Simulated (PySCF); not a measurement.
System: ClH4Si (charge −1).

```xyz
6

Si   -0.5012   -0.0219    0.1094
Cl    2.8387    0.1239   -0.6196
H    -0.0018    0.8445   -0.9729
H    -1.2887    0.8260    1.0686
H     0.4750   -0.8106    0.8817
H    -1.5220   -0.9620   -0.4671
```

Geometry: PBE0-D3(BJ)/def2-TZVP; a saddle point, not a minimum; at this geometry the atoms fall into two loosely joined parts.

These are results of PySCF, PBE0/pcSseg-2, SCF density, gas phase, non-relativistic, not measurements.

### What will maps of the electron density and electron localisation function show?

Cl2···H3 (2.95 Å): the density falls to about 0.07 e/Å³ on the way; the ELF dips to about 0.05 between them: a non-bonded, intermolecular contact.
Si–H (1.47 Å): ρ at the midpoint is about 0.85 e/Å³; the ELF climbs to about 1 towards the hydrogen, as it does in any bond to H.

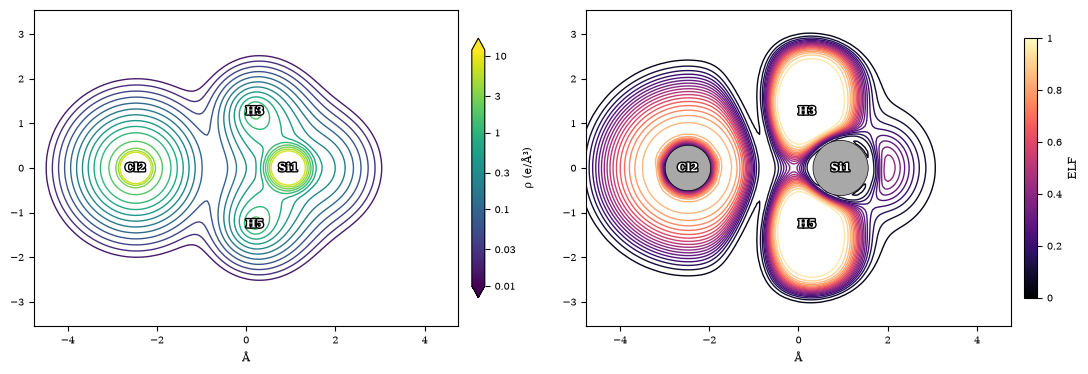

Computed electron density and electron localisation function on the plane of atoms H3, Si1 and H5, in this order. Grey discs cover the atomic cores in the ELF map. 
